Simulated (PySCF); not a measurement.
Molecule: V(Cp)2, C10H10V, quartet. Atoms near the plane z = 0.6 Å, at the GFN2-xTB optimised geometry (x, y, z in Å): V1 (-0.1, -0.2, 0.0), C2 (2.1, -0.2, 0.0), C3 (1.7, 0.9, 0.8), C4 (0.9, 1.8, 0.0), H7 (2.8, -0.9, 0.3), H9 (0.5, 2.8, 0.3), C12 (-1.2, -1.9, -0.4), C14 (-2.2, -0.1, 0.5), C15 (-1.5, -0.7, 1.5), C16 (-0.9, -1.9, 1.0), H19 (-2.8, 0.8, 0.6), H21 (-0.4, -2.7, 1.5).

Computed with unrestricted B3LYP/def2-SVP (PySCF). Cells within 0.4 Å of a nucleus heavier than hydrogen are left out (blank, or x). The values are rescaled to run from 0 to 1.

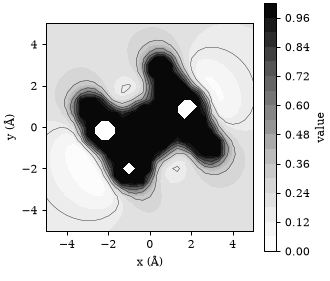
*a field on the plane z = 0.6 Å.*

### Question
Which quantity is mapped?
A. spin density
B. log10 of the electron density
C. an orbital amplitude
D. electrostatic potential

### Answer
D, electrostatic potential. In full: electrostatic potential (hartree/e), clipped to [-0.08, 0.12].
